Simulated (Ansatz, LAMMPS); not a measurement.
# Electronic structure of glassy 46SiO2-16Al2O3-16BaO-16Li2O-5Sc2O3 (mol %) (121 atoms), part 3 of 3

Aim: energy, forces, charges and density of states of glassy 46SiO2-16Al2O3-16BaO-16Li2O-5Sc2O3 (mol %) (121 atoms) at a fixed geometry.

Ansatz 0.2.0; Kohn-Sham DFT, PBE, PAW (set soft_2), plane waves.

The cell: 17 Si, 12 Al, 6 Ba, 12 Li, 4 Sc and 70 O. The quench rate of 1000 K/ps is orders of magnitude faster than experiment. The starting topology of bonds comes from the classical model. The Brillouin zone is sampled at Γ only, in a cell whose shortest periodic width is 12 Å. No spin–orbit coupling is included.

So far. Step 3 (Plane-wave single point): Mean Löwdin charges: Al +1.24, Ba +1.89, Li +0.79, O -0.89, Sc +1.30, Si +1.69 e (they miss 1.1 % of the electrons, so they add up to more than the cell's charge).

## Step 4: Local order

Bonds and neighbours are counted at the geometry of the runs.

Density 3.14 g/cm³, 13.16 Å³ an atom.

g(r), total and by pair (bins of 0.2 Å):

| r (Å) | total | O-O | O-Si | O-Al | O-Li | O-Ba | O-Sc |
| --- | --- | --- | --- | --- | --- | --- | --- |
| 1.50 | 0.95 | 0.00 | 5.85 | 0.00 | 0.00 | 0.00 | 0.00 |
| 1.70 | 2.34 | 0.00 | 8.20 | 8.79 | 0.00 | 0.00 | 0.00 |
| 1.90 | 0.82 | 0.00 | 0.00 | 2.83 | 4.13 | 0.00 | 0.58 |
| 2.10 | 0.70 | 0.00 | 0.00 | 0.16 | 3.19 | 0.00 | 8.34 |
| 2.30 | 0.09 | 0.00 | 0.00 | 0.15 | 0.29 | 0.00 | 0.92 |
| 2.50 | 0.76 | 1.67 | 0.00 | 0.00 | 0.35 | 0.00 | 0.74 |
| 2.70 | 1.52 | 3.58 | 0.00 | 0.10 | 0.71 | 2.02 | 0.00 |
| 2.90 | 1.11 | 1.42 | 0.18 | 0.35 | 0.90 | 3.04 | 0.00 |
| 3.10 | 0.90 | 0.92 | 0.17 | 0.55 | 0.45 | 1.59 | 0.47 |
| 3.30 | 1.15 | 1.10 | 0.73 | 1.04 | 0.82 | 1.11 | 0.81 |
| 3.50 | 0.84 | 0.80 | 0.99 | 0.61 | 0.86 | 0.74 | 1.07 |
| 3.70 | 0.85 | 0.66 | 1.13 | 0.99 | 0.71 | 0.87 | 0.33 |
| 3.90 | 1.03 | 0.56 | 1.79 | 1.00 | 1.59 | 0.69 | 0.88 |
| 4.10 | 1.27 | 0.72 | 2.38 | 1.98 | 1.21 | 0.82 | 1.09 |
| 4.30 | 1.12 | 0.71 | 1.45 | 1.92 | 1.38 | 0.96 | 2.09 |
| 4.50 | 0.93 | 0.80 | 0.79 | 1.42 | 0.90 | 1.04 | 1.68 |
| 4.70 | 1.01 | 1.34 | 0.75 | 0.68 | 1.12 | 0.69 | 1.02 |
| 4.90 | 0.94 | 1.18 | 0.51 | 0.76 | 0.75 | 1.56 | 1.03 |
| 5.10 | 0.93 | 1.25 | 0.80 | 0.53 | 0.73 | 1.45 | 0.60 |
| 5.30 | 1.01 | 1.30 | 0.60 | 0.79 | 0.78 | 1.49 | 0.73 |
| 5.50 | 1.07 | 1.04 | 0.98 | 0.87 | 1.03 | 0.79 | 1.12 |
| 5.70 | 1.01 | 1.04 | 1.06 | 0.93 | 1.07 | 0.93 | 0.41 |

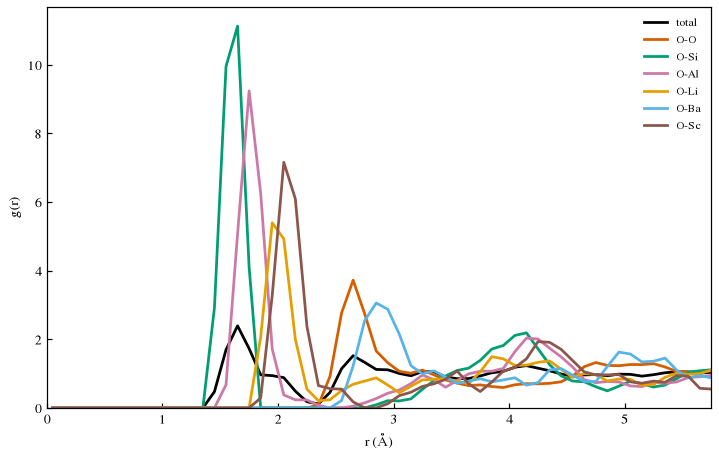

Pair distribution functions, lightly smoothed.

Bonds by pair of elements; cutoffs follow the first minimum of g(r), held within bounds set by covalent radii, and pairs that aren't listed don't count as bonded:

| pair A-B | cutoff (Å) | bonds | mean length (Å) | spread (Å) | shortest (Å) | B about A | A about B |
| --- | --- | --- | --- | --- | --- | --- | --- |
| O-Si | 2.08 | 68 | 1.61 | 0.031 | 1.53 | 0.971 | 4 |
| O-Al | 2.19 | 49 | 1.78 | 0.087 | 1.68 | 0.7 | 4.08 |
| O-Li | 2.38 | 41 | 2.02 | 0.09 | 1.91 | 0.586 | 3.42 |
| O-Ba | 3.58 | 50 | 3.03 | 0.247 | 2.63 | 0.714 | 8.33 |
| O-Sc | 2.76 | 21 | 2.14 | 0.135 | 1.99 | 0.3 | 5.25 |

How many atoms have how many bonded neighbours:

| element | mean | 2 | 3 | 4 | 5 | 6 | 7 | 8 | 9 | 10 |
| --- | --- | --- | --- | --- | --- | --- | --- | --- | --- | --- |
| Al | 4.08 | 0 | 0 | 11 | 1 | 0 | 0 | 0 | 0 | 0 |
| Ba | 8.33 | 0 | 0 | 0 | 0 | 0 | 2 | 1 | 2 | 1 |
| Li | 3.42 | 1 | 6 | 4 | 1 | 0 | 0 | 0 | 0 | 0 |
| O | 3.27 | 13 | 30 | 22 | 5 | 0 | 0 | 0 | 0 | 0 |
| Sc | 5.25 | 0 | 0 | 0 | 3 | 1 | 0 | 0 | 0 | 0 |
| Si | 4 | 0 | 0 | 17 | 0 | 0 | 0 | 0 | 0 | 0 |

Bond angles, per cent of each kind in bins of 5°:

| angle (°) | O-Si-O | O-Al-O | O-Li-O | O-Sc-O |
| --- | --- | --- | --- | --- |
| 65–70 | 0.0 | 0.0 | 0.0 | 4.4 |
| 70–75 | 0.0 | 0.0 | 1.9 | 2.2 |
| 75–80 | 0.0 | 0.0 | 3.8 | 4.4 |
| 80–85 | 0.0 | 4.0 | 9.4 | 8.9 |
| 85–90 | 0.0 | 2.6 | 7.5 | 20.0 |
| 90–95 | 0.0 | 7.9 | 5.7 | 8.9 |
| 95–100 | 2.9 | 13.2 | 11.3 | 11.1 |
| 100–105 | 17.6 | 18.4 | 3.8 | 4.4 |
| 105–110 | 29.4 | 18.4 | 3.8 | 2.2 |
| 110–115 | 39.2 | 11.8 | 3.8 | 4.4 |
| 115–120 | 8.8 | 6.6 | 9.4 | 4.4 |
| 120–125 | 2.0 | 6.6 | 7.5 | 2.2 |
| 125–130 | 0.0 | 2.6 | 13.2 | 2.2 |
| 130–135 | 0.0 | 1.3 | 3.8 | 2.2 |
| 135–140 | 0.0 | 2.6 | 3.8 | 2.2 |
| 140–145 | 0.0 | 1.3 | 3.8 | 4.4 |
| 145–150 | 0.0 | 1.3 | 1.9 | 0.0 |
| 150–155 | 0.0 | 0.0 | 0.0 | 0.0 |
| 155–160 | 0.0 | 0.0 | 1.9 | 4.4 |
| 160–165 | 0.0 | 1.3 | 0.0 | 0.0 |
| 165–170 | 0.0 | 0.0 | 0.0 | 4.4 |
| 170–175 | 0.0 | 0.0 | 1.9 | 2.2 |
| 175–180 | 0.0 | 0.0 | 1.9 | 0.0 |

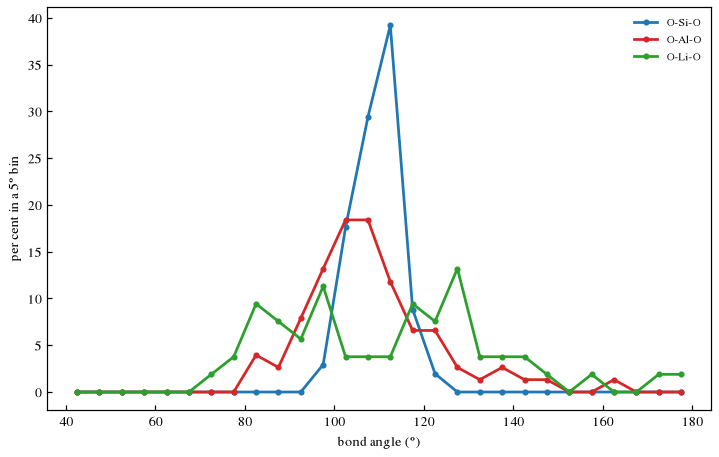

Distributions of the most common bond angles.

Bond angles (no mean is given where the spread exceeds 20°):

| angle | count | mean (°) | spread (°) |
| --- | --- | --- | --- |
| O-Si-O | 102 | 109 | 4.9 |
| O-Al-O | 76 | 108 | 14.7 |
| O-Li-O | 53 | - | - |
| O-Sc-O | 45 | - | - |

Oxygen atoms by the number of network formers (Si, P, Ge, B, Al, As, Ga) bound to them:

| network formers bound to O | O atoms | per cent |
| --- | --- | --- |
| 0 | 1 | 1.4 |
| 1 | 23 | 32.9 |
| 2 | 44 | 62.9 |
| 3 | 2 | 2.9 |

Network units: each former by its oxygen neighbours and how many of them bridge to another former:

| former | O neighbours | bridging O | atoms |
| --- | --- | --- | --- |
| Si | 4 | 2 | 4 |
| Si | 4 | 3 | 8 |
| Si | 4 | 4 | 5 |
| Al | 4 | 2 | 2 |
| Al | 4 | 3 | 3 |
| Al | 4 | 4 | 6 |
| Al | 5 | 5 | 1 |

Bond length by coordination (bonds to H left out):

| element | coordination | atoms | mean bond length (Å) |
| --- | --- | --- | --- |
| Al | 4 | 11 | 1.76 |
| Al | 5 | 1 | 1.92 |
| Ba | 7 | 2 | 3.02 |
| Ba | 8 | 1 | 2.92 |
| Ba | 9 | 2 | 3.07 |
| Ba | 10 | 1 | 3.06 |
| Li | 2 | 1 | 1.97 |
| Li | 3 | 6 | 2.00 |
| Li | 4 | 4 | 2.04 |
| Li | 5 | 1 | 2.04 |
| O | 2 | 13 | 1.68 |
| O | 3 | 30 | 2.04 |
| O | 4 | 22 | 2.17 |
| O | 5 | 5 | 2.26 |
| Sc | 5 | 3 | 2.11 |
| Sc | 6 | 1 | 2.19 |

Rings of the network by King's shortest-path rule, up to 12 atoms, one path for each pair of neighbours; H, halogens, alkali and alkaline-earth atoms are left out, and the last column divides by all other atoms, bonded or not:

| ring size (atoms) | rings | per network atom |
| --- | --- | --- |
| 4 | 6 | 0.058 |
| 6 | 9 | 0.087 |
| 8 | 12 | 0.117 |
| 10 | 25 | 0.243 |
| 12 | 22 | 0.214 |

First main peaks of g(r), for some of the pairs, lie near 2.6 Å (O-O), 1.6 Å (O-Si), 1.8 Å (O-Al), 2.0 Å (O-Li), 2.9 Å (O-Ba) and 2.1 Å (O-Sc). With the cutoffs above, 92 % of Al atoms have 4, 33 % of Ba atoms have 7 and as many 9, 50 % of Li atoms have 3 and 43 % of O atoms have 3 bonded neighbours. The O-Si-O angle averages 109° with a spread of 5°. Counting bonds to Si and Al alone, not to Sc, 63 % of the oxygens join two of these atoms and 33 % one; 3 % join three; 1 % join none. The commonest Si unit has 4 oxygens, 3 of them shared with other formers (8 of 17 atoms). Rings of 10 atoms are the most common (34 % of those counted); sizes run from 4 to 12, where the search stops.

A closer look about O70, which has 2 bonded neighbours where the commonest count for O is 3: 13 atoms, nearest first, numbered in the order of the input, with positions taken from that point.

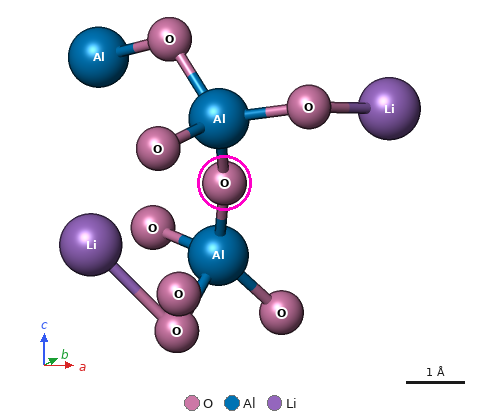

The atoms of the table, within 3.2 Å (arrows a, b, c point along x, y, z); some may hide others; the central atom is ringed.

| atom | x | y | z | distance (Å) | bonds | Löwdin charge (e) | Fx | Fy | Fz (eV/Å) |
| --- | --- | --- | --- | --- | --- | --- | --- | --- | --- |
| O70 | 0.00 | 0.00 | 0.00 | 0.00 | 2 | -0.91 | -0.04 | 0.24 | 0.02 |
| Al24 | -0.40 | 0.82 | -1.42 | 1.68 | 4 | 1.28 | 0.34 | -0.37 | -0.59 |
| Al19 | 0.27 | -1.07 | 1.32 | 1.72 | 4 | 1.18 | -0.08 | 0.50 | -0.70 |
| Li47 | -2.10 | -1.06 | -1.04 | 2.57 | 3 | 0.82 | -0.21 | -0.30 | -0.28 |
| O93 | -0.69 | -0.54 | -2.56 | 2.71 | 4 | -0.89 | -1.42 | -0.07 | -0.24 |
| O68 | -0.83 | -0.54 | 2.58 | 2.76 | 4 | -0.97 | 0.54 | -0.91 | 1.02 |
| O52 | 1.96 | -1.14 | 1.62 | 2.78 | 5 | -1.11 | 1.74 | 0.27 | 0.59 |
| O114 | -1.91 | 1.70 | -1.14 | 2.80 | 3 | -0.79 | 0.73 | 0.36 | 0.83 |
| O54 | -0.29 | -2.69 | 1.00 | 2.88 | 4 | -0.88 | -1.01 | -0.44 | 1.57 |
| Al25 | -2.36 | 0.10 | 2.09 | 3.15 | 4 | 1.29 | -0.02 | 0.14 | 0.47 |
| O117 | 0.41 | 1.85 | -2.54 | 3.17 | 3 | -0.89 | 0.67 | 0.98 | 0.98 |
| O109 | 0.14 | -2.80 | -1.53 | 3.20 | 2 | -0.81 | -0.07 | -0.53 | -0.24 |
| Li42 | 2.84 | 0.59 | 1.38 | 3.21 | 3 | 0.78 | 0.05 | 0.14 | 0.42 |

The column of bonds counts only the pairs O-Si within 2.08 Å, O-Al within 2.19 Å, O-Li within 2.38 Å, O-Ba within 3.58 Å, O-Sc within 2.76 Å; other neighbours, such as metal atoms beside each other in a compound, aren't counted, and periodic images can show an atom twice.

## Step 5: Outcome

| Item | Value |
| --- | --- |
| free energy per atom | -858.0892 eV/atom |
| pressure | 5.135 GPa |
| r.m.s. force component | 0.8297 eV/Å |
| gap (highest filled to lowest empty level) | 3.216 eV |
| wall time of the 1 DFT run | 48 s |

What this shows: Between filled and empty levels lie 3.22 eV (at Γ alone); a semilocal functional tends to put such gaps too low. In a disordered cell it changes from sample to sample, and tail or defect levels can set it. With the cutoffs above, 92 % of Al atoms have 4, 33 % of Ba atoms have 7 and as many 9, 50 % of Li atoms have 3 and 43 % of O atoms have 3 bonded neighbours.

Caveats: The geometry was minimised with a classical potential after classical dynamics and isn't relaxed at this level: its force components are 0.83 eV/Å r.m.s. The pressure of 5.1 GPa belongs to a cell and atoms that aren't relaxed at this level.

[Hosts, paths, dates, database ids (printed as entryN), source tags and the programs' standing remarks are cut or masked in the printed files.]
